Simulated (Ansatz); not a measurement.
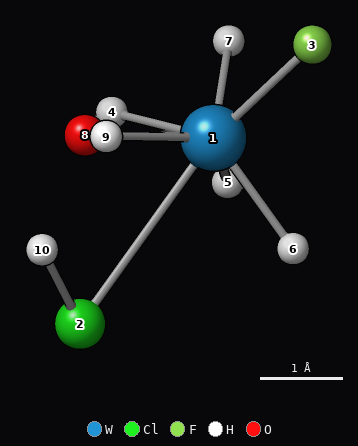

Fig. 1: The starting structure (ball-and-stick view, seen at a tilt; atoms are numbered from 1 in the order of the input). Sticks mark near contacts.

Molecular dynamics of WH₆ClOF (part 1 of 4)

The run: molecular dynamics of WH₆ClOF. Method and program: RKS PBE0-D4/def2-SVP (Ansatz 0.2.0).

It belongs to a series of runs on one base structure; here: dynamics from the highest image of the converged band. Figures and captions count atoms from 1; the log counts them from 0 in places.

What the program printed:
```
Engine: ansatz 0.2.0, aarch64-unknown-linux-gnu
Functional definition: PBE0
  parameter a = 0.25
  parameter kappa = 0.804
  parameter beta = 0.06672455060314922
  exchange = (1 - a)*pbe_x(kappa = kappa, mu = beta*pi^2/3) + a*exact_x
  correlation = pbe_c(beta = beta)
1134 factors; integrals over basis functions are off by at most 4.7e-4 eV
mean field evaluation 1: about -19188.2262 eV, gradient 5.3e1 eV
mean field evaluation 2: about -19171.3758 eV, gradient 1.1e2 eV
mean field evaluation 4: about -19193.1474 eV, gradient 4.9e0 eV
mean field evaluation 8: about -19193.2684 eV, gradient 3.3e-1 eV
mean field evaluation 16: about -19193.2687 eV, gradient 7.7e-5 eV
mean field -19193.26869332 eV, -705.3396148148 hartree, gradient 7.6e-5 eV, S^2 0.000000; 0 other end points of the search recorded, 0 dependent functions left out
the calculation of the forces begins
reference -19193.26873872 eV, -705.3396164830 hartree; 27, 27 occupied and 81, 81 virtual orbitals, 1134 factors
md step     0: t =     0.00 fs  T =   100.0 K  F+E_penalty+E_count = -19193.46414836 eV  E_kin = 0.103408 eV  conserved = -19193.36074036 eV  (29 SCF iters)
these checks for a lower state are left out or cut short: starts, cluster_reference, orbital_swaps, neighbouring_geometries, increment
1134 factors; integrals over basis functions are off by at most 4.9e-4 eV
mean field -19193.26695013 eV, -705.3395507537 hartree, gradient 2.0e-5 eV, S^2 0.000000; 0 other end points of the search recorded, 0 dependent functions left out
the calculation of the forces begins
reference -19193.26699551 eV, -705.3395524212 hartree; 27, 27 occupied and 81, 81 virtual orbitals, 1134 factors
md step     1: t =     0.50 fs  T =    98.3 K  F+E_penalty+E_count = -19193.46234118 eV  E_kin = 0.101626 eV  conserved = -19193.36071546 eV  (35 SCF iters, 7 dispersion substeps)
[... from here on the SCF iterations and repeated set-up lines of each step are left out, up to the last step ...]
md step     2: t =     1.00 fs  T =    93.5 K  F+E_penalty+E_count = -19193.45731493 eV  E_kin = 0.096670 eV  conserved = -19193.36064460 eV  (35 SCF iters, 7 dispersion substeps)
md step     3: t =     1.50 fs  T =    86.7 K  F+E_penalty+E_count = -19193.45019044 eV  E_kin = 0.089638 eV  conserved = -19193.36055274 eV  (35 SCF iters, 7 dispersion substeps)
md step     4: t =     2.00 fs  T =    79.3 K  F+E_penalty+E_count = -19193.44242206 eV  E_kin = 0.081954 eV  conserved = -19193.36046796 eV  (35 SCF iters, 7 dispersion substeps)
md step     5: t =     2.50 fs  T =    72.5 K  F+E_penalty+E_count = -19193.43535333 eV  E_kin = 0.074941 eV  conserved = -19193.36041237 eV  (35 SCF iters, 7 dispersion substeps)
md step     6: t =     3.00 fs  T =    67.2 K  F+E_penalty+E_count = -19193.42986414 eV  E_kin = 0.069467 eV  conserved = -19193.36039675 eV  (36 SCF iters, 7 dispersion substeps)
md step     7: t =     3.50 fs  T =    63.6 K  F+E_penalty+E_count = -19193.42620363 eV  E_kin = 0.065786 eV  conserved = -19193.36041758 eV  (36 SCF iters, 7 dispersion substeps)
md step     8: t =     4.00 fs  T =    61.5 K  F+E_penalty+E_count = -19193.42404907 eV  E_kin = 0.063590 eV  conserved = -19193.36045868 eV  (37 SCF iters, 7 dispersion substeps)
md step     9: t =     4.50 fs  T =    60.2 K  F+E_penalty+E_count = -19193.42276297 eV  E_kin = 0.062265 eV  conserved = -19193.36049754 eV  (37 SCF iters, 7 dispersion substeps)
md step    10: t =     5.00 fs  T =    59.2 K  F+E_penalty+E_count = -19193.42174271 eV  E_kin = 0.061227 eV  conserved = -19193.36051611 eV  (36 SCF iters, 7 dispersion substeps)
md step    11: t =     5.50 fs  T =    58.2 K  F+E_penalty+E_count = -19193.42069472 eV  E_kin = 0.060183 eV  conserved = -19193.36051131 eV  (35 SCF iters, 7 dispersion substeps)
md step    12: t =     6.00 fs  T =    57.2 K  F+E_penalty+E_count = -19193.41967534 eV  E_kin = 0.059177 eV  conserved = -19193.36049836 eV  (35 SCF iters, 7 dispersion substeps)
md step    13: t =     6.50 fs  T =    56.4 K  F+E_penalty+E_count = -19193.41885909 eV  E_kin = 0.058359 eV  conserved = -19193.36050007 eV  (35 SCF iters, 7 dispersion substeps)
md step    14: t =     7.00 fs  T =    55.8 K  F+E_penalty+E_count = -19193.41819030 eV  E_kin = 0.057659 eV  conserved = -19193.36053092 eV  (35 SCF iters, 7 dispersion substeps)
md step    15: t =     7.50 fs  T =    54.7 K  F+E_penalty+E_count = -19193.41717717 eV  E_kin = 0.056595 eV  conserved = -19193.36058251 eV  (35 SCF iters, 7 dispersion substeps)
md step    16: t =     8.00 fs  T =    52.6 K  F+E_penalty+E_count = -19193.41502007 eV  E_kin = 0.054392 eV  conserved = -19193.36062797 eV  (31 SCF iters, 7 dispersion substeps)
md step    17: t =     8.50 fs  T =    48.7 K  F+E_penalty+E_count = -19193.41101795 eV  E_kin = 0.050379 eV  conserved = -19193.36063909 eV  (35 SCF iters, 7 dispersion substeps)
md step    18: t =     9.00 fs  T =    42.9 K  F+E_penalty+E_count = -19193.40500277 eV  E_kin = 0.044400 eV  conserved = -19193.36060245 eV  (35 SCF iters, 7 dispersion substeps)
md step    19: t =     9.50 fs  T =    35.8 K  F+E_penalty+E_count = -19193.39754800 eV  E_kin = 0.037022 eV  conserved = -19193.36052604 eV  (35 SCF iters, 7 dispersion substeps)
md step    20: t =    10.00 fs  T =    28.4 K  F+E_penalty+E_count = -19193.38984936 eV  E_kin = 0.029416 eV  conserved = -19193.36043380 eV  (35 SCF iters, 7 dispersion substeps)
md step    21: t =    10.50 fs  T =    22.2 K  F+E_penalty+E_count = -19193.38335431 eV  E_kin = 0.023000 eV  conserved = -19193.36035455 eV  (36 SCF iters, 7 dispersion substeps)
md step    22: t =    11.00 fs  T =    18.4 K  F+E_penalty+E_count = -19193.37930795 eV  E_kin = 0.018996 eV  conserved = -19193.36031216 eV  (36 SCF iters, 7 dispersion substeps)
md step    23: t =    11.50 fs  T =    17.5 K  F+E_penalty+E_count = -19193.37837838 eV  E_kin = 0.018061 eV  conserved = -19193.36031788 eV  (37 SCF iters, 7 dispersion substeps)
md step    24: t =    12.00 fs  T =    19.4 K  F+E_penalty+E_count = -19193.38047721 eV  E_kin = 0.020109 eV  conserved = -19193.36036808 eV  (28 SCF iters, 7 dispersion substeps)
md step    25: t =    12.50 fs  T =    23.6 K  F+E_penalty+E_count = -19193.38482039 eV  E_kin = 0.024376 eV  conserved = -19193.36044471 eV  (37 SCF iters, 7 dispersion substeps)
md step    26: t =    13.00 fs  T =    28.7 K  F+E_penalty+E_count = -19193.39021254 eV  E_kin = 0.029691 eV  conserved = -19193.36052174 eV  (37 SCF iters, 7 dispersion substeps)
md step    27: t =    13.50 fs  T =    33.7 K  F+E_penalty+E_count = -19193.39545851 eV  E_kin = 0.034885 eV  conserved = -19193.36057394 eV  (35 SCF iters, 7 dispersion substeps)
md step    28: t =    14.00 fs  T =    37.9 K  F+E_penalty+E_count = -19193.39974958 eV  E_kin = 0.039160 eV  conserved = -19193.36058924 eV  (35 SCF iters, 7 dispersion substeps)
md step    29: t =    14.50 fs  T =    40.9 K  F+E_penalty+E_count = -19193.40284637 eV  E_kin = 0.042272 eV  conserved = -19193.36057484 eV  (35 SCF iters, 7 dispersion substeps)
md step    30: t =    15.00 fs  T =    42.9 K  F+E_penalty+E_count = -19193.40496445 eV  E_kin = 0.044411 eV  conserved = -19193.36055304 eV  (35 SCF iters, 7 dispersion substeps)
md step    31: t =    15.50 fs  T =    44.4 K  F+E_penalty+E_count = -19193.40643430 eV  E_kin = 0.045888 eV  conserved = -19193.36054594 eV  (35 SCF iters, 7 dispersion substeps)
md step    32: t =    16.00 fs  T =    45.3 K  F+E_penalty+E_count = -19193.40736753 eV  E_kin = 0.046808 eV  conserved = -19193.36055945 eV  (35 SCF iters, 7 dispersion substeps)
md step    33: t =    16.50 fs  T =    45.4 K  F+E_penalty+E_count = -19193.40756811 eV  E_kin = 0.046989 eV  conserved = -19193.36057885 eV  (35 SCF iters, 7 dispersion substeps)
md step    34: t =    17.00 fs  T =    44.6 K  F+E_penalty+E_count = -19193.40674880 eV  E_kin = 0.046168 eV  conserved = -19193.36058115 eV  (31 SCF iters, 7 dispersion substeps)
md step    35: t =    17.50 fs  T =    42.9 K  F+E_penalty+E_count = -19193.40487938 eV  E_kin = 0.044327 eV  conserved = -19193.36055196 eV  (35 SCF iters, 7 dispersion substeps)
md step    36: t =    18.00 fs  T =    40.5 K  F+E_penalty+E_count = -19193.40241112 eV  E_kin = 0.041916 eV  conserved = -19193.36049469 eV  (35 SCF iters, 7 dispersion substeps)
md step    37: t =    18.50 fs  T =    38.5 K  F+E_penalty+E_count = -19193.40022765 eV  E_kin = 0.039799 eV  conserved = -19193.36042873 eV  (35 SCF iters, 7 dispersion substeps)
md step    38: t =    19.00 fs  T =    37.7 K  F+E_penalty+E_count = -19193.39935200 eV  E_kin = 0.038973 eV  conserved = -19193.36037865 eV  (36 SCF iters, 7 dispersion substeps)
md step    39: t =    19.50 fs  T =    38.9 K  F+E_penalty+E_count = -19193.40056476 eV  E_kin = 0.040201 eV  conserved = -19193.36036367 eV  (36 SCF iters, 7 dispersion substeps)
md step    40: t =    20.00 fs  T =    42.3 K  F+E_penalty+E_count = -19193.40409905 eV  E_kin = 0.043708 eV  conserved = -19193.36039113 eV  (36 SCF iters, 7 dispersion substeps)
md step    41: t =    20.50 fs  T =    47.4 K  F+E_penalty+E_count = -19193.40951998 eV  E_kin = 0.049065 eV  conserved = -19193.36045469 eV  (35 SCF iters, 7 dispersion substeps)
md step    42: t =    21.00 fs  T =    53.5 K  F+E_penalty+E_count = -19193.41582259 eV  E_kin = 0.055287 eV  conserved = -19193.36053605 eV  (35 SCF iters, 7 dispersion substeps)
md step    43: t =    21.50 fs  T =    59.1 K  F+E_penalty+E_count = -19193.42172057 eV  E_kin = 0.061110 eV  conserved = -19193.36061033 eV  (35 SCF iters, 7 dispersion substeps)
md step    44: t =    22.00 fs  T =    63.2 K  F+E_penalty+E_count = -19193.42604424 eV  E_kin = 0.065391 eV  conserved = -19193.36065295 eV  (35 SCF iters, 7 dispersion substeps)
md step    45: t =    22.50 fs  T =    65.3 K  F+E_penalty+E_count = -19193.42812437 eV  E_kin = 0.067474 eV  conserved = -19193.36064988 eV  (35 SCF iters, 7 dispersion substeps)
md step    46: t =    23.00 fs  T =    65.2 K  F+E_penalty+E_count = -19193.42800634 eV  E_kin = 0.067401 eV  conserved = -19193.36060542 eV  (35 SCF iters, 7 dispersion substeps)
md step    47: t =    23.50 fs  T =    63.7 K  F+E_penalty+E_count = -19193.42637654 eV  E_kin = 0.065834 eV  conserved = -19193.36054285 eV  (35 SCF iters, 7 dispersion substeps)
md step    48: t =    24.00 fs  T =    61.6 K  F+E_penalty+E_count = -19193.42420263 eV  E_kin = 0.063710 eV  conserved = -19193.36049296 eV  (35 SCF iters, 7 dispersion substeps)
md step    49: t =    24.50 fs  T =    59.8 K  F+E_penalty+E_count = -19193.42226284 eV  E_kin = 0.061787 eV  conserved = -19193.36047615 eV  (35 SCF iters, 7 dispersion substeps)
md step    50: t =    25.00 fs  T =    58.4 K  F+E_penalty+E_count = -19193.42083307 eV  E_kin = 0.060343 eV  conserved = -19193.36049040 eV  (35 SCF iters, 7 dispersion substeps)
md step    51: t =    25.50 fs  T =    57.2 K  F+E_penalty+E_count = -19193.41971250 eV  E_kin = 0.059198 eV  conserved = -19193.36051443 eV  (35 SCF iters, 7 dispersion substeps)
md step    52: t =    26.00 fs  T =    56.1 K  F+E_penalty+E_count = -19193.41854179 eV  E_kin = 0.058018 eV  conserved = -19193.36052372 eV  (31 SCF iters, 7 dispersion substeps)
md step    53: t =    26.50 fs  T =    54.8 K  F+E_penalty+E_count = -19193.41717789 eV  E_kin = 0.056672 eV  conserved = -19193.36050608 eV  (36 SCF iters, 7 dispersion substeps)
md step    54: t =    27.00 fs  T =    53.6 K  F+E_penalty+E_count = -19193.41588534 eV  E_kin = 0.055418 eV  conserved = -19193.36046769 eV  (36 SCF iters, 7 dispersion substeps)
md step    55: t =    27.50 fs  T =    53.0 K  F+E_penalty+E_count = -19193.41524913 eV  E_kin = 0.054821 eV  conserved = -19193.36042764 eV  (36 SCF iters, 7 dispersion substeps)
md step    56: t =    28.00 fs  T =    53.6 K  F+E_penalty+E_count = -19193.41588390 eV  E_kin = 0.055476 eV  conserved = -19193.36040750 eV  (36 SCF iters, 7 dispersion substeps)
md step    57: t =    28.50 fs  T =    55.8 K  F+E_penalty+E_count = -19193.41809860 eV  E_kin = 0.057677 eV  conserved = -19193.36042181 eV  (36 SCF iters, 7 dispersion substeps)
md step    58: t =    29.00 fs  T =    59.2 K  F+E_penalty+E_count = -19193.42166705 eV  E_kin = 0.061195 eV  conserved = -19193.36047249 eV  (35 SCF iters, 7 dispersion substeps)
md step    59: t =    29.50 fs  T =    63.1 K  F+E_penalty+E_count = -19193.42579597 eV  E_kin = 0.065248 eV  conserved = -19193.36054773 eV  (35 SCF iters, 7 dispersion substeps)
md step    60: t =    30.00 fs  T =    66.4 K  F+E_penalty+E_count = -19193.42931139 eV  E_kin = 0.068687 eV  conserved = -19193.36062469 eV  (35 SCF iters, 7 dispersion substeps)
md step    61: t =    30.50 fs  T =    68.0 K  F+E_penalty+E_count = -19193.43101903 eV  E_kin = 0.070343 eV  conserved = -19193.36067608 eV  (34 SCF iters, 7 dispersion substeps)
md step    62: t =    31.00 fs  T =    67.2 K  F+E_penalty+E_count = -19193.43013100 eV  E_kin = 0.069451 eV  conserved = -19193.36068014 eV  (35 SCF iters, 7 dispersion substeps)
md step    63: t =    31.50 fs  T =    63.8 K  F+E_penalty+E_count = -19193.42659987 eV  E_kin = 0.065968 eV  conserved = -19193.36063148 eV  (35 SCF iters, 7 dispersion substeps)
md step    64: t =    32.00 fs  T =    58.6 K  F+E_penalty+E_count = -19193.42119391 eV  E_kin = 0.060647 eV  conserved = -19193.36054724 eV  (35 SCF iters, 7 dispersion substeps)
md step    65: t =    32.50 fs  T =    53.0 K  F+E_penalty+E_count = -19193.41522682 eV  E_kin = 0.054765 eV  conserved = -19193.36046146 eV  (35 SCF iters, 7 dispersion substeps)
md step    66: t =    33.00 fs  T =    48.0 K  F+E_penalty+E_count = -19193.41002954 eV  E_kin = 0.049621 eV  conserved = -19193.36040904 eV  (35 SCF iters, 7 dispersion substeps)
md step    67: t =    33.50 fs  T =    44.5 K  F+E_penalty+E_count = -19193.40641983 eV  E_kin = 0.046014 eV  conserved = -19193.36040578 eV  (35 SCF iters, 7 dispersion substeps)
md step    68: t =    34.00 fs  T =    42.6 K  F+E_penalty+E_count = -19193.40446061 eV  E_kin = 0.044020 eV  conserved = -19193.36044079 eV  (36 SCF iters, 7 dispersion substeps)
md step    69: t =    34.50 fs  T =    41.7 K  F+E_penalty+E_count = -19193.40362218 eV  E_kin = 0.043137 eV  conserved = -19193.36048526 eV  (36 SCF iters, 7 dispersion substeps)
md step    70: t =    35.00 fs  T =    41.3 K  F+E_penalty+E_count = -19193.40321220 eV  E_kin = 0.042699 eV  conserved = -19193.36051303 eV  (31 SCF iters, 7 dispersion substeps)
md step    71: t =    35.50 fs  T =    40.9 K  F+E_penalty+E_count = -19193.40278808 eV  E_kin = 0.042276 eV  conserved = -19193.36051223 eV  (36 SCF iters, 7 dispersion substeps)
md step    72: t =    36.00 fs  T =    40.5 K  F+E_penalty+E_count = -19193.40234197 eV  E_kin = 0.041853 eV  conserved = -19193.36048943 eV  (36 SCF iters, 7 dispersion substeps)
md step    73: t =    36.50 fs  T =    40.4 K  F+E_penalty+E_count = -19193.40220678 eV  E_kin = 0.041745 eV  conserved = -19193.36046218 eV  (36 SCF iters, 7 dispersion substeps)
md step    74: t =    37.00 fs  T =    40.9 K  F+E_penalty+E_count = -19193.40278661 eV  E_kin = 0.042337 eV  conserved = -19193.36044921 eV  (36 SCF iters, 7 dispersion substeps)
md step    75: t =    37.50 fs  T =    42.4 K  F+E_penalty+E_count = -19193.40426478 eV  E_kin = 0.043803 eV  conserved = -19193.36046226 eV  (36 SCF iters, 7 dispersion substeps)
md step    76: t =    38.00 fs  T =    44.4 K  F+E_penalty+E_count = -19193.40641930 eV  E_kin = 0.045918 eV  conserved = -19193.36050156 eV  (36 SCF iters, 7 dispersion substeps)
md step    77: t =    38.50 fs  T =    46.5 K  F+E_penalty+E_count = -19193.40862073 eV  E_kin = 0.048065 eV  conserved = -19193.36055540 eV  (35 SCF iters, 7 dispersion substeps)
md step    78: t =    39.00 fs  T =    47.8 K  F+E_penalty+E_count = -19193.41002300 eV  E_kin = 0.049420 eV  conserved = -19193.36060257 eV  (35 SCF iters, 7 dispersion substeps)
md step    79: t =    39.50 fs  T =    47.7 K  F+E_penalty+E_count = -19193.40989752 eV  E_kin = 0.049277 eV  conserved = -19193.36062004 eV  (35 SCF iters, 7 dispersion substeps)
md step    80: t =    40.00 fs  T =    45.8 K  F+E_penalty+E_count = -19193.40799036 eV  E_kin = 0.047397 eV  conserved = -19193.36059340 eV  (34 SCF iters, 7 dispersion substeps)
md step    81: t =    40.50 fs  T =    42.8 K  F+E_penalty+E_count = -19193.40473760 eV  E_kin = 0.044211 eV  conserved = -19193.36052666 eV  (35 SCF iters, 7 dispersion substeps)
md step    82: t =    41.00 fs  T =    39.4 K  F+E_penalty+E_count = -19193.40119231 eV  E_kin = 0.040748 eV  conserved = -19193.36044444 eV  (35 SCF iters, 7 dispersion substeps)
md step    83: t =    41.50 fs  T =    37.0 K  F+E_penalty+E_count = -19193.39863937 eV  E_kin = 0.038258 eV  conserved = -19193.36038132 eV  (36 SCF iters, 7 dispersion substeps)
md step    84: t =    42.00 fs  T =    36.5 K  F+E_penalty+E_count = -19193.39806374 eV  E_kin = 0.037701 eV  conserved = -19193.36036286 eV  (36 SCF iters, 7 dispersion substeps)
md step    85: t =    42.50 fs  T =    38.1 K  F+E_penalty+E_count = -19193.39976144 eV  E_kin = 0.039371 eV  conserved = -19193.36039054 eV  (36 SCF iters, 7 dispersion substeps)
md step    86: t =    43.00 fs  T =    41.5 K  F+E_penalty+E_count = -19193.40331405 eV  E_kin = 0.042871 eV  conserved = -19193.36044296 eV  (36 SCF iters, 7 dispersion substeps)
md step    87: t =    43.50 fs  T =    45.9 K  F+E_penalty+E_count = -19193.40791199 eV  E_kin = 0.047421 eV  conserved = -19193.36049123 eV  (36 SCF iters, 7 dispersion substeps)
md step    88: t =    44.00 fs  T =    50.6 K  F+E_penalty+E_count = -19193.41279628 eV  E_kin = 0.052280 eV  conserved = -19193.36051639 eV  (31 SCF iters, 7 dispersion substeps)
md step    89: t =    44.50 fs  T =    55.2 K  F+E_penalty+E_count = -19193.41755664 eV  E_kin = 0.057040 eV  conserved = -19193.36051699 eV  (36 SCF iters, 7 dispersion substeps)
md step    90: t =    45.00 fs  T =    59.6 K  F+E_penalty+E_count = -19193.42216262 eV  E_kin = 0.061657 eV  conserved = -19193.36050550 eV  (36 SCF iters, 7 dispersion substeps)
md step    91: t =    45.50 fs  T =    64.1 K  F+E_penalty+E_count = -19193.42677583 eV  E_kin = 0.066277 eV  conserved = -19193.36049900 eV  (36 SCF iters, 7 dispersion substeps)
md step    92: t =    46.00 fs  T =    68.6 K  F+E_penalty+E_count = -19193.43148380 eV  E_kin = 0.070973 eV  conserved = -19193.36051044 eV  (34 SCF iters, 7 dispersion substeps)
md step    93: t =    46.50 fs  T =    73.1 K  F+E_penalty+E_count = -19193.43609480 eV  E_kin = 0.075552 eV  conserved = -19193.36054327 eV  (34 SCF iters, 7 dispersion substeps)
md step    94: t =    47.00 fs  T =    76.9 K  F+E_penalty+E_count = -19193.44008249 eV  E_kin = 0.079493 eV  conserved = -19193.36058980 eV  (34 SCF iters, 7 dispersion substeps)
```
